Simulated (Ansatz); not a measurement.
CH₄BClOS

Input file:

```
crystal:
  periodic: [false, false, false]
  atoms:
    - { symbol: O, position_ang: [1.3105, -0.3073, -1.2978] }
    - { symbol: C, position_ang: [0.6697, 0.0453, -0.0794] }
    - { symbol: Cl, position_ang: [1.46, -0.842, 1.2149] }
    - { symbol: B, position_ang: [-0.7821, -0.3656, -0.1156] }
    - { symbol: S, position_ang: [-2.205, 0.8979, 0.1497] }
    - { symbol: H, position_ang: [2.1655, 0.164, -1.2991] }
    - { symbol: H, position_ang: [0.7725, 1.1428, 0.1232] }
    - { symbol: H, position_ang: [-1.1136, -1.4865, -0.313] }
    - { symbol: H, position_ang: [-2.1889, 0.705, 1.5999] }
basis:
  gaussian: { orbitals: "6-31G*" }
hamiltonian:
  xc: pbe
relax:
  f_tol: 0.015
  max_steps: 40
output:
  orbitals: {}
```

Launched as:

```sh
ansatz run input.yaml --threads 1 --pin off --max-ram 2048MiB --backend cpu --events-out ev --progress --plain --runs-dir out
```

The fields are those of the run's last geometry, not of the input's.

The calculation used RKS PBE/6-31G* in Ansatz.

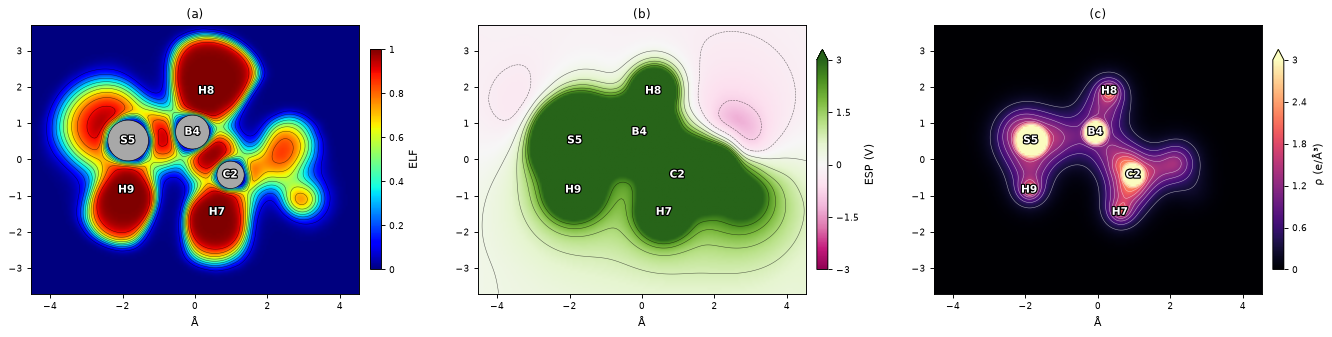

Figure 1. (a) ELF; (b) molecular electrostatic potential; (c) electron density on the plane of atoms C2, B4 and H8. Grey discs cover the atomic cores in the ELF map.

### Interpret the plot.

The section cuts through C, B, S and H sites. C–B (1.58 Å): ρ is about 1.4 e/Å³ halfway; the ELF peaks at about 1 between the atoms (a covalent bond). B–S (1.79 Å): ρ at the midpoint is about 1.2 e/Å³; the ELF peaks at about 0.95 between the atoms (localised, covalent bonding). C–H (1.10 Å): ρ at the midpoint is about 2 e/Å³; the ELF climbs to about 1 towards the hydrogen, as it does in any bond to H: a covalent bond by its length. B–H (1.20 Å): ρ at the midpoint is about 1.2 e/Å³; the ELF climbs to about 1 towards the hydrogen; an ordinary covalent bond to hydrogen. The ELF also peaks beside O1 and S5, away from the bonds: lone-pair regions. Outside the dense part of the molecule the potential is most negative (−1.3 V) near O1, which lies off the plane.

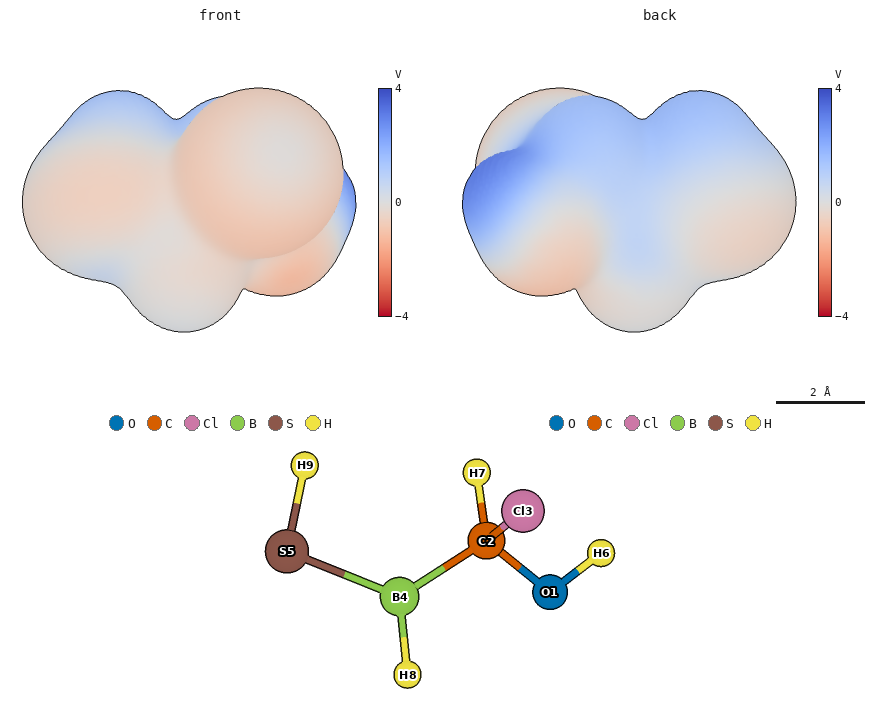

Figure 2. The electrostatic potential painted on the density surface at 0.002 e/bohr³, seen from the front and from behind; red is negative and blue positive. The bare structure is drawn below in the same view.

### Which sites attract a positive test charge, and which a negative one?

A positive charge is drawn to the negative regions and a negative charge to the positive ones. The most negative region (about −1.1 V) lies over O1, the most positive (about +2.9 V) over H6. O1 is the likeliest acceptor of a hydrogen bond.

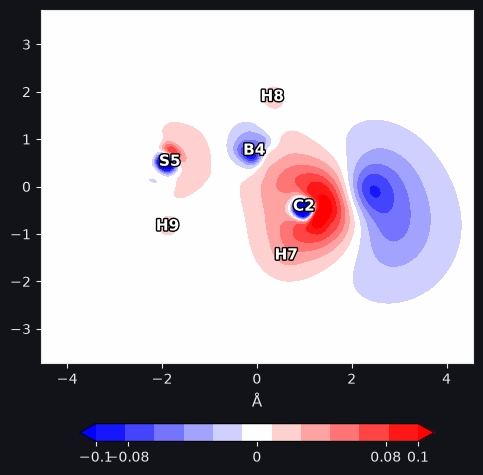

Figure 3. One frontier orbital on the plane of atoms C2, B4 and H8 (values in Å⁻³ᐟ²; the overall sign is arbitrary).

### Which orbital is it: HOMO or LUMO?

The LUMO, at −2.18 eV. Its weight (Hirshfeld) is mainly on B4 (about 40 %), Cl3 (about 20 %), S5 (about 15 %) and C2 (about 15 %).
